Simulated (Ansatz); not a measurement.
Input file:

```
crystal:
  periodic: [false, false, false]
  atoms:
    - {symbol: C, position_ang: [-0.588109, -0.513815, 0.257681]}
    - {symbol: O, position_ang: [2.140509, 0.852323, 0.136715]}
    - {symbol: Sn, position_ang: [0.966287, -0.291868, 1.740272]}
    - {symbol: H, position_ang: [1.844880, 1.033822, -0.769079]}
    - {symbol: H, position_ang: [-1.439960, -1.072114, 0.677146]}
    - {symbol: H, position_ang: [-0.215422, -1.066901, -0.621975]}
    - {symbol: H, position_ang: [3.022156, 1.240770, 0.244838]}
    - {symbol: H, position_ang: [-0.955441, 0.471814, -0.077178]}
basis:
  gaussian:
    orbitals: def2-TZVPD
total_charge: 1
hamiltonian:
  xc: {name: PBE0}
output: {forces: true, orbitals: {seedname: orbitals}}
```

Launched as:

```sh
ansatz run input.yaml --threads 1 --pin off --max-ram 2610MiB --events-out events.jsonl --progress --plain --runs-dir runs
```

Geometry: PBE0-D3(BJ)/def2-SVP; core potentials replace the inner electrons of Sn.

Level of theory: isolated molecule in a Gaussian basis; Kohn-Sham density functional theory, functional PBE0 (Ansatz).

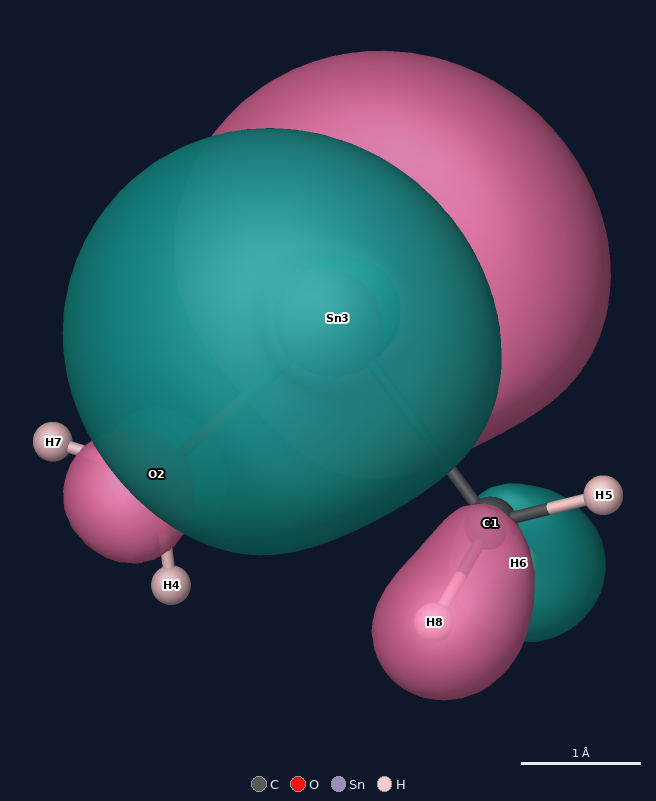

CH$_{5}$OSn (SMILES [CH3][Sn][OH2+]) (charge +1). One frontier orbital at ±0.06 Å⁻³ᐟ² (teal and pink are the two phases), seen at a tilt.

Q: Which orbital is it: HOMO or LUMO?

A: The LUMO, at −7.58 eV. Its weight (Hirshfeld) is mainly on Sn3 (about 90 %).
